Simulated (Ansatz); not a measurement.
Consider CHOSi (doublet).

The calculation's input:

```
crystal:
  periodic: [false, false, false]
  atoms:
    - {symbol: C, position_ang: [-0.136999, 0.384032, 0.253169]}
    - {symbol: O, position_ang: [0.550250, -0.637492, -0.147732]}
    - {symbol: Si, position_ang: [1.049825, 1.134237, -0.836846]}
    - {symbol: H, position_ang: [-0.975535, 0.273193, 0.957018]}
basis:
  gaussian: {orbitals: def2-TZVPD}
magnetization: {spin_polarized: true, initial_magnetization: 1}
hamiltonian: {xc: {name: PBE0}}
output: {forces: true, orbitals: {seedname: orbitals}}
```

Launched as:

```sh
ansatz run input.yaml --threads 1 --pin off --max-ram 2610MiB --events-out events.jsonl --progress --plain --runs-dir runs
```

Geometry: PBE0-D3(BJ)/def2-SVP.

All numbers below come from isolated molecule in a Gaussian basis; Kohn-Sham density functional theory, functional PBE0 in Ansatz 0.2.0.

What can the converged electron density, electron localisation function and spin density tell about the bonding?

C–O (1.29 Å): the density is about 2.7 e/Å³ at the midpoint; the ELF peaks at about 0.85 between the atoms: a short, strongly polar bond.
C–Si (1.78 Å): ρ at the midpoint is about 0.95 e/Å³; the ELF peaks at about 0.85 between the atoms; a covalent bond.
Si–O (1.97 Å): the density is about 0.63 e/Å³ at the midpoint, with its minimum of 0.51 e/Å³ about 0.8 Å from Si; the ELF peaks at about 0.80 in the valence shell of O, 0.5 Å from its nucleus, and is about 0.40 at the midpoint.
C–H (1.10 Å): ρ is about 2 e/Å³ halfway; the ELF climbs to about 1 towards the hydrogen, as it does in any bond to H: an ordinary covalent bond to hydrogen.
The unpaired spin (1 electron) lies mostly on Si3 (about 0.5), O2 (about 0.3) and C1 (about 0.2), in electrons by Hirshfeld's partition.

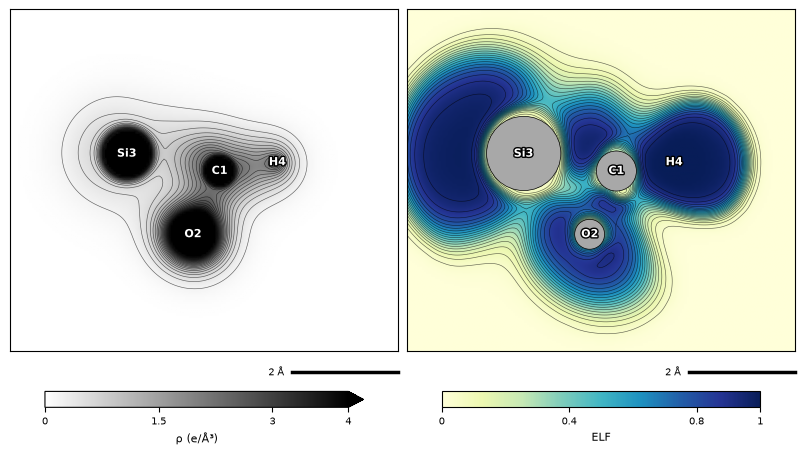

Computed electron density and electron localisation function on the molecular plane, in this order. Grey discs cover the atomic cores in the ELF map. 
